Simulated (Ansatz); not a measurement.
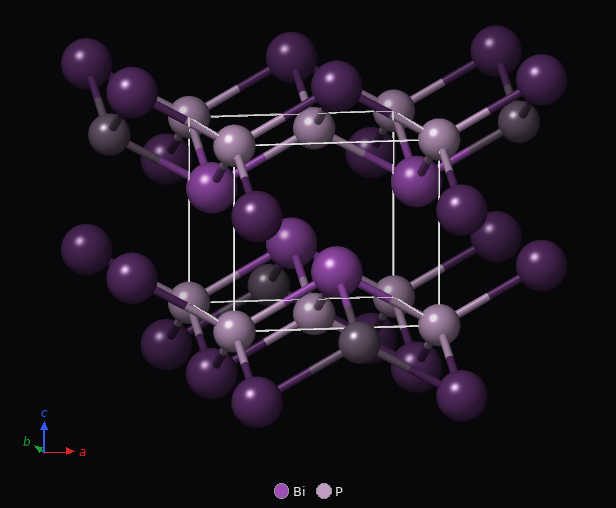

The structure above is drawn in ball-and-stick style and viewed slightly off an axis. The wireframe shows the conventional unit cell. Bonded atoms from the next cells complete the picture, in fainter colours.

BiP, space group P4/nmm (No. 129), a = 4.929 Å, b = 4.929 Å, c = 4.407 Å, α = 90.00°, β = 90.00°, γ = 90.00°. The cell started as a structure type filled with these elements by a generator (whether the compound takes this form wasn't checked). Earlier steps of the study, as a rule a relaxation of our own, may have changed the cell and positions, so they can lie some per cent off the listed ones. It was the input of a calculation with Ansatz.

This one geometry was computed with Ansatz (DFT, plane waves, PAW) at four levels of theory: LDA, PBEsol, PBE with spin-orbit coupling and r2SCAN.

Q: Which level gives the highest pressure at this volume, and what does that say about its equilibrium volume?

A: Highest: PBE with spin-orbit coupling (0.7 GPa), which points to the largest equilibrium volume. Lowest, with the smallest volume: LDA (-3.8 GPa). Levels within 0.5 GPa of each other can't be told apart.

Q: How does the band gap change with the level of theory?

A: All levels give a metal, though semilocal functionals underestimate gaps and can close a small one.

Q: Collect the results in a table.

A:
| level | cutoff (eV) | k-mesh of the run's cell | gap (eV) | pressure (GPa) |
| --- | --- | --- | --- | --- |
| LDA | 420 | 8×8×8 | metal | -3.8 |
| PBEsol | 420 | 8×8×8 | metal | -2.7 |
| PBE with spin-orbit coupling | 420 | 8×8×8 | metal | 0.7 |
| r2SCAN | 500 | 8×8×8 | metal | -0.9 |

Gaps are taken on the k-mesh or band path of each run.
